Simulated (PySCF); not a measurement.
# CH8Si2, SMILES `[SiH3]C[SiH3]`: electronic structure

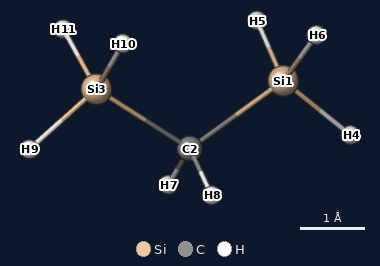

The molecule, with its atoms numbered as below. No frequency check shows the geometry to be a minimum.

Cartesian coordinates (Å):

```
Si1     -1.6062    0.1870    0.0003
C2       0.0000   -0.8250    0.0000
Si3      1.6062    0.1870   -0.0003
H4      -2.7591   -0.7204   -0.0023
H5      -1.6643    1.0294    1.1968
H6      -1.6647    1.0295   -1.1962
H7       0.0001   -1.4822    0.8705
H8      -0.0001   -1.4822   -0.8707
H9       2.7591   -0.7204    0.0022
H10      1.6643    1.0295   -1.1968
H11      1.6647    1.0294    1.1963
```

Part 1: Bonding charge

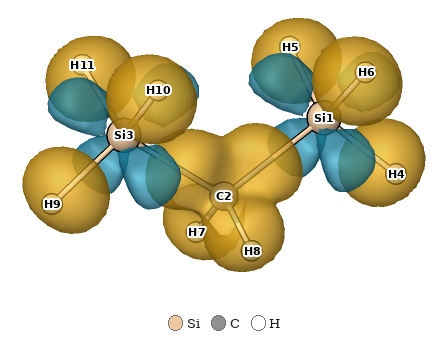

Deformation density (molecule less spherical, spin-averaged free atoms at the same positions), surfaces at ±0.08 e/Å³; yellow: gain, teal: loss.

Computed with PySCF, HF/def2-SVP, geometry: GFN2-xTB.

Describe the bonding that the map shows.

Answer. C2–H7 and C2–H8: +0.60 e/Å³ at the bond critical point (bond length 1.09 Å, Mayer order 0.9). Si1–H5, Si3–H10, Si1–H6 and Si3–H11: +0.19 e/Å³ at the bond critical point (bond length 1.46 Å, Mayer order 1.0). Si1–H4 and Si3–H9: +0.19 e/Å³ at the bond critical point (bond length 1.47 Å, Mayer order 1.0). Si1–C2 and C2–Si3: +0.16 e/Å³ at the bond critical point (bond length 1.90 Å, Mayer order 0.9). In all, 2.4 electrons gather in the regions of gain relative to the promolecule.

Where do the Hirshfeld charges lie?

Answer. The highest Hirshfeld charge is on Si1 and Si3 (+0.35 e), the lowest on C2 (−0.27 e).

Part 2: Local ionisation energy

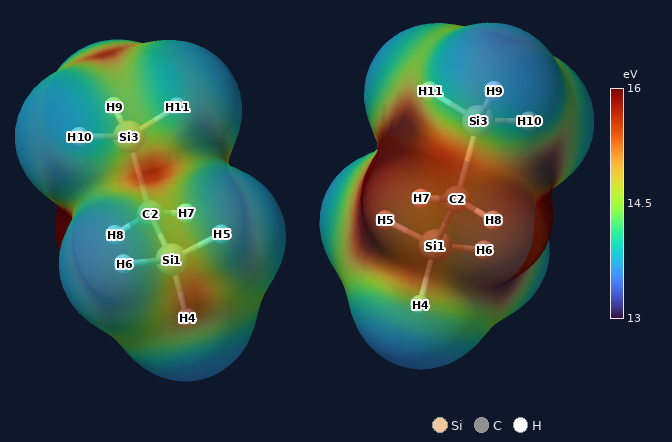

Average local ionisation energy on the surface of electron density 0.001 a.u. (back view left, front view right).

Locate the minima of the map.

Answer. The lowest value is 13.6 eV, 1.5 Å from H9, and at like points elsewhere. For comparison, the highest occupied orbital lies at −11.7 eV.

What volume does the surface enclose, and what is the dipole moment?

Answer. About 130 Å³; the dipole moment is 0.6 D.

Part 3: Excited states

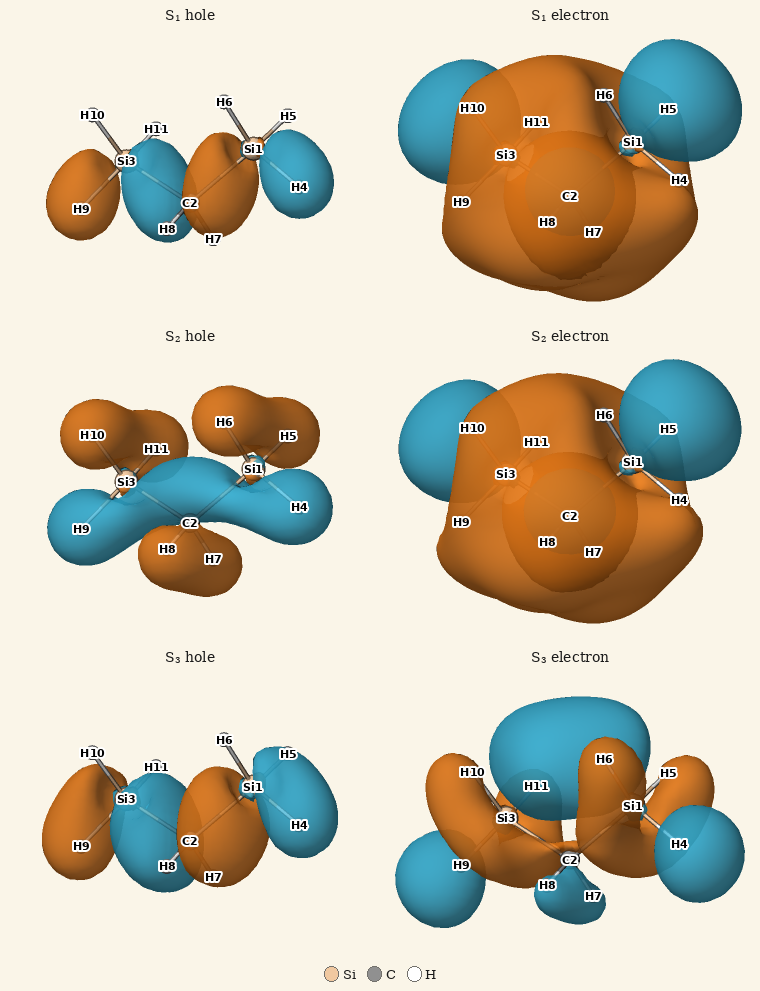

Leading natural transition orbitals (TDA singlet states).

Computed with PySCF, PBE0/def2-SVP, geometry: GFN2-xTB. Without diffuse functions Rydberg states are missing, so the states' numbers hold for this basis only.

Describe these excited states.

Answer. By state:
- S₁: 8.19 eV (151 nm), f = 0.117 (bright), partly diffuse acceptor orbital, which a basis without diffuse functions describes poorly; the leading pair carries 98 %; hole on C2 (30 %), Si1 and Si3 (19 % each) and H4 and H9 (12 % each), electron on Si1 and Si3 (25 % each), C2 (12 %) and H7 and H8 (6 % each) (atom shares of so diffuse an orbital are rough); their centroids lie 0.5 Å apart.
- S₂: 8.57 eV (145 nm), f = 0.003, partly diffuse acceptor orbital, which a basis without diffuse functions describes poorly; the leading pair carries 96 %; hole on C2 (22 %), Si1 and Si3 (17 % each) and H4 and H9 (7 % each), electron on Si1 and Si3 (25 % each), C2 (12 %) and H7 and H8 (7 % each) (atom shares of so diffuse an orbital are rough); their centroids lie 0.0 Å apart.
- S₃: 8.73 eV (142 nm), f = 0.104 (bright), σ → σ*; the leading pair carries 88 %; hole on C2 (35 %), Si1 and Si3 (19 % each) and H4 and H9 (8 % each), electron on Si1 and Si3 (27 % each), H4 and H9 (8 % each) and C2 (6 %); their centroids lie 0.7 Å apart.

Part 4: Removing or adding an electron

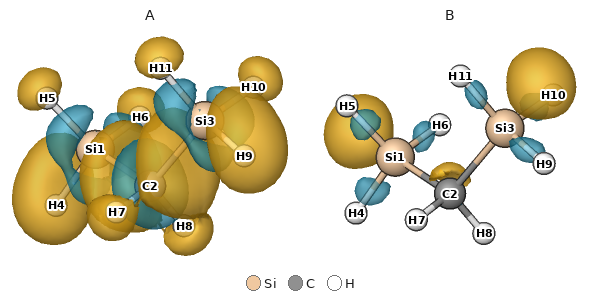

The two Fukui functions at ±0.02 e/Å³ (yellow positive, teal negative).

Method: B3LYP/6-311G**; geometry: GFN2-xTB; program: PySCF.

Which panel is f⁻ (electron removed) and which f⁺ (electron added)?

Answer. A is f⁻, B is f⁺. f⁻ (Hirshfeld-condensed) is largest on Si1 and Si3 (0.16 each), C2 (0.14) and H4 and H9 (0.12 each); the vertical ionisation energy is 10.68 eV. f⁺ (Hirshfeld-condensed) is largest on Si1 and Si3 (0.22 each); the vertical electron affinity is −1.72 eV (the stability of the anion's solution wasn't checked; negative, but this basis has no diffuse functions, so it doesn't show that the anion is unbound).

What chemical potential and hardness follow from the two energies?

Answer. μ = −(I + A)/2 = −4.48 eV and η = I − A = 12.40 eV.

Part 5: Localised orbitals

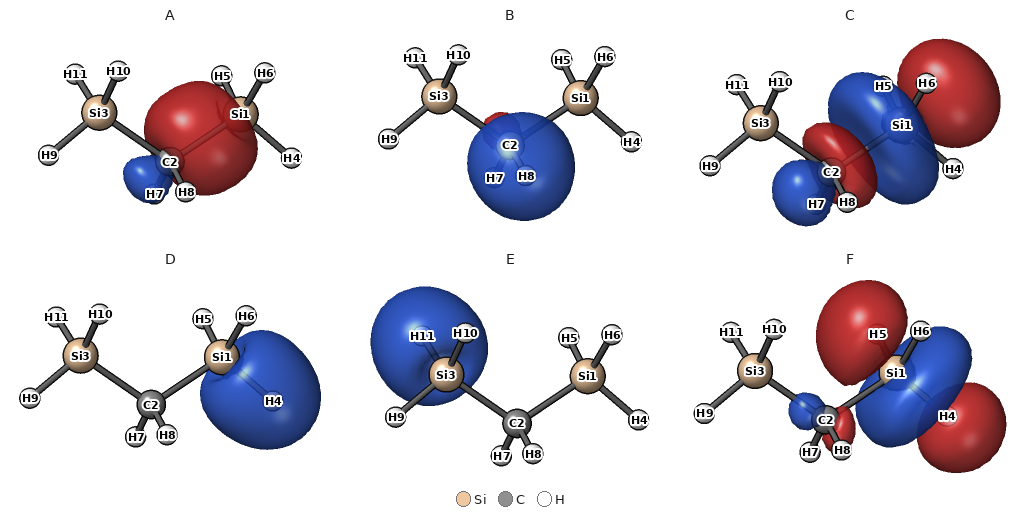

Intrinsic bond orbitals (IBO), occupied and valence-virtual; each surface holds about 85 % of the orbital's density. Energies are diagonal elements of the Fock matrix.

Computed with PySCF, ωB97X/def2-SVPD, geometry: GFN2-xTB.

Name the orbitals, with their atomic make-up and energies.

Answer. By panel:
- A: σ bond C2–Si1 (C2 64 %, Si1 35 %; −14.4 eV)
- B: σ bond C2–H8 (C2 57 %, H8 42 %; −16.6 eV)
- C: σ* orbital Si1–C2, mostly on Si1 (Si1 65 %, C2 35 %; 7.2 eV)
- D: σ bond H4–Si1 (H4 56 %, Si1 44 %; −13.8 eV)
- E: σ bond H11–Si3 (H11 56 %, Si3 44 %; −13.8 eV)
- F: σ* orbital Si1–H4 (Si1 56 %, H4 43 %; 8.4 eV)

How do all the valence pairs divide up?

Answer. 10 pairs: 10 σ bonds.

Part 6: Stretching a bond

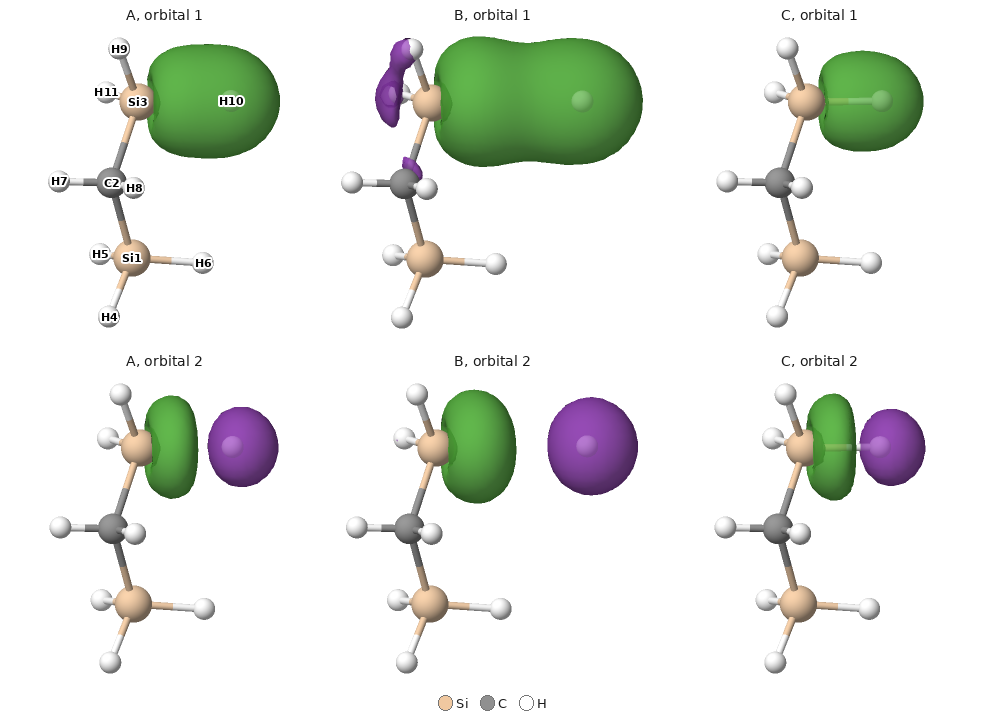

Rigid stretch of the Si3–H10 bond. The two CASSCF(2,2) natural orbitals nearest half filling (orbital 1 the more occupied).

Method: def2-SVP basis; geometry: GFN2-xTB; program: PySCF.

The columns are at 1.56, 1.92 and 3.12 Å, in some order. Assign them, and give the occupations.

Answer. A: 1.92 Å, occupations 1.95 and 0.05. B: 3.12 Å, occupations 1.55 and 0.45. C: 1.56 Å, occupations 1.98 and 0.02.

Where does the UHF solution part from RHF?

Answer. Between 1.92 Å (⟨S²⟩ = 0, the two coincide) and 2.20 Å (⟨S²⟩ = 0.05); at 3.98 Å ⟨S²⟩ is 0.99 and UHF lies 3.3 eV below RHF.

How much energy does the stretch cost?

Answer. By CASSCF, 3.7 eV from the lowest point of the scan (1.56 Å) to 3.98 Å; RHF gives 6.6 eV from its own lowest point. The fragments aren't relaxed and dynamic correlation is missing, so this isn't a bond dissociation energy.
